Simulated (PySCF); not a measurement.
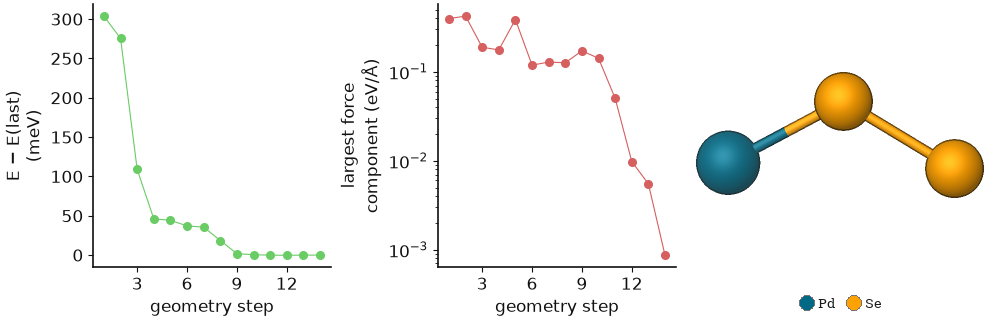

Beside the plot: the molecule at the start.

History of a geometry optimisation. The start has point group Cs, which is kept, and the end C∞v. A held symmetry can leave a saddle point.

- system: PdSe2 molecule, multiplicity 5
- method: UKS-based PBE0, Pd def2-SVP with ECP28, Se def2-SVP; non-relativistic Hamiltonian with scalar-relativistic core potentials; density fitting in PySCF 2.14.0

How did it end, and what did it gain?

Answer. The optimisation met its thresholds at geometry 14, counting the start as the first. The energy fell by about 300 meV from the first step to the last. The largest force component goes from about 0.4 eV/Å at the start to 9 × 10⁻⁴ eV/Å at the end.
